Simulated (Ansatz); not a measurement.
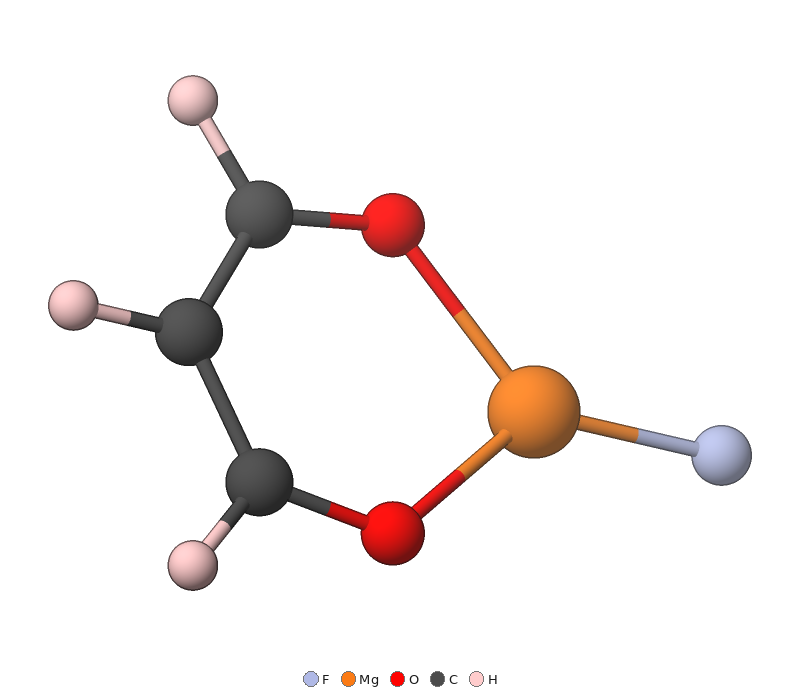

The picture shows a molecular structure as a ball-and-stick model. Every bond is drawn as one stick, whatever its order.

The geometry was computed by an optimisation with PBE0-D4/def2-TZVP.

What does the picture show?

Formula C₃H₃FMgO₂. Its SMILES string is `[F][Mg-]1[O]C=CC=[O+]1`. Among its groups: alkene. The point group is C2v. All atoms lie on one plane. Coordination, clear cases only: 2 O bent; 3 C trigonal planar.

More results for the same structure follow; atom numbers are the same in all pictures, views and colours differ.

Shape

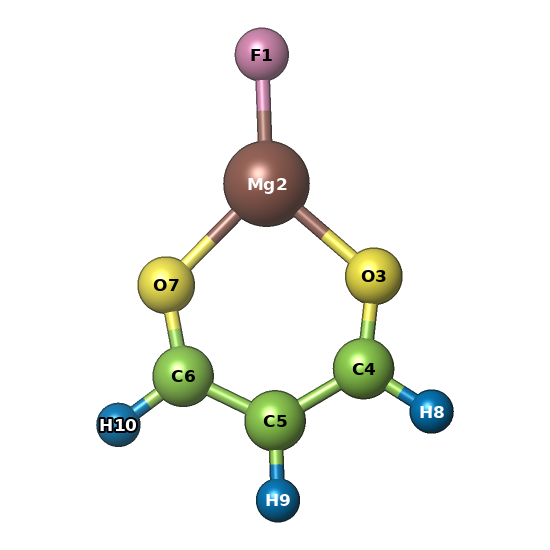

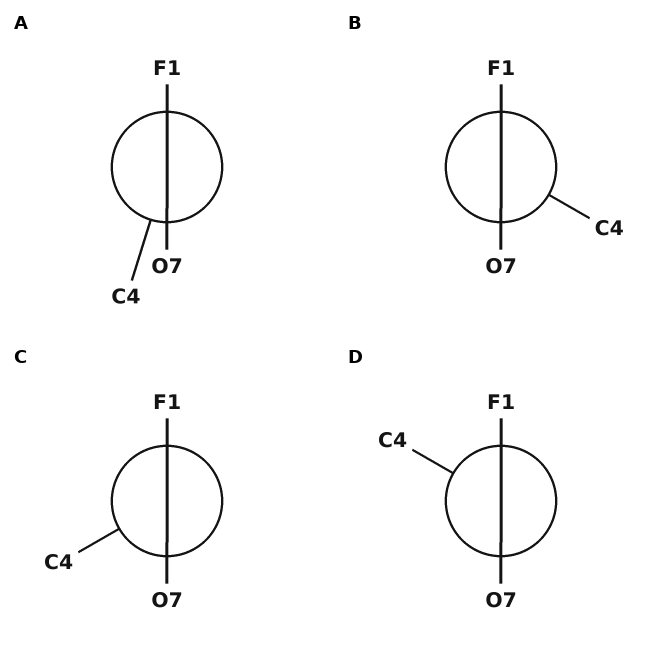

Depth is shown by fading: the farther an atom, the more it takes the colour of the background. Bonds that would overlap in a projection are set slightly apart.

**Which Newman projection shows the view along Mg2–O3, with Mg2 in front?**

A. The torsion angle F1–Mg2–O3–C4 is 180°, antiperiplanar (anti).

Vibrations

Harmonic vibrations computed with RKS PBE0-D4/def2-TZVP (Ansatz 0.2.0) at a stationary point of the same level.

**How many vibrational modes are there, and where do they lie?**

24 modes: 73, 122, 202, 241, 273, 402, 445, 449, 522, 761, 810, 932, 1024, 1028, 1063, 1155, 1383, 1425, 1529, 1555, 1694, 3056, 3056, 3229 cm⁻¹.

Dipole moment

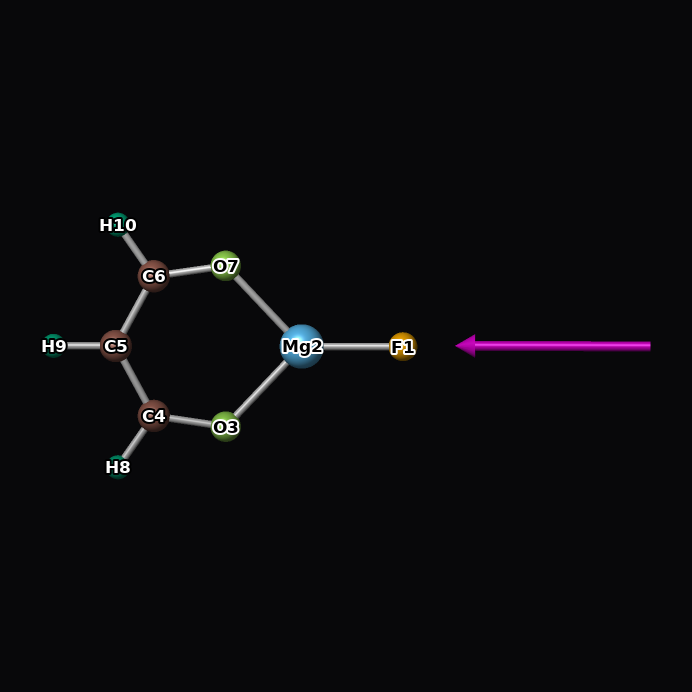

The arrow beside the molecule shows the direction of the dipole moment, from the negative to the positive end (its length means nothing). Level of theory: RKS ωB97M-V/def2-TZVPP (Ansatz 0.2.0).

**Estimate the dipole moment.**

5.36 D; it points from the side of F1 to the side of H9 (the outermost atoms at the two ends).

Charges

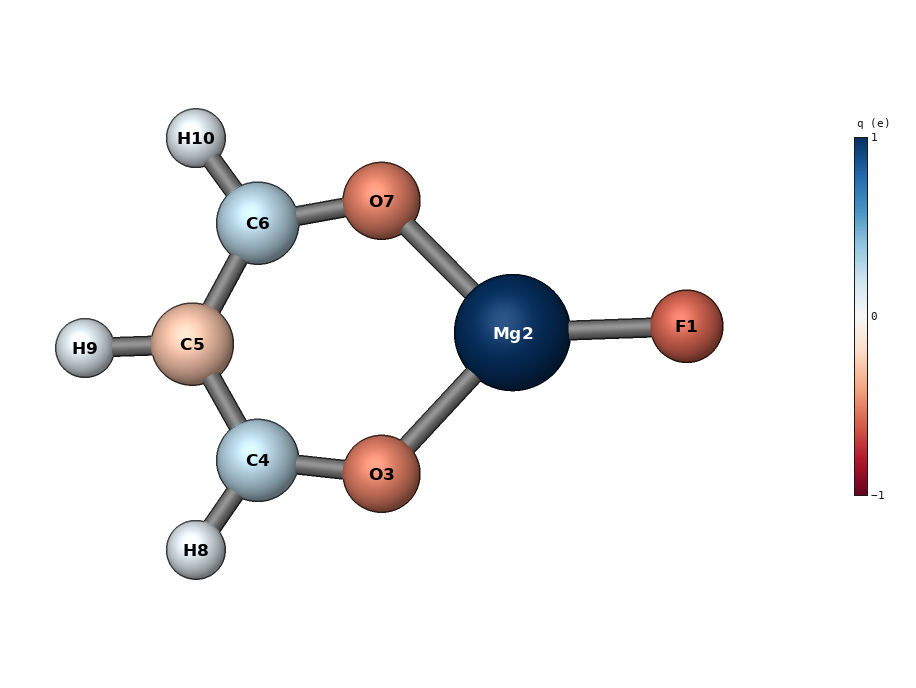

Atoms are coloured by their Mulliken charges. Level of theory: RKS B3LYP-D4/def2-TZVPP (Ansatz 0.2.0).

**Which atom carries the highest charge (most positive or least negative)?**

Mg2 (1.00 e).

**And the lowest?**

F1 (−0.58 e).

Give the Mulliken charges atom by atom.

| atom | value (e) |
| --- | --- |
| F1 | −0.58 |
| Mg2 | 1.00 |
| O3 | −0.50 |
| C4 | 0.27 |
| C5 | −0.27 |
| C6 | 0.27 |
| O7 | −0.50 |
| H8 | 0.11 |
| H9 | 0.12 |
| H10 | 0.11 |

Mulliken values depend strongly on the basis set and can even reverse the polarity of a bond.
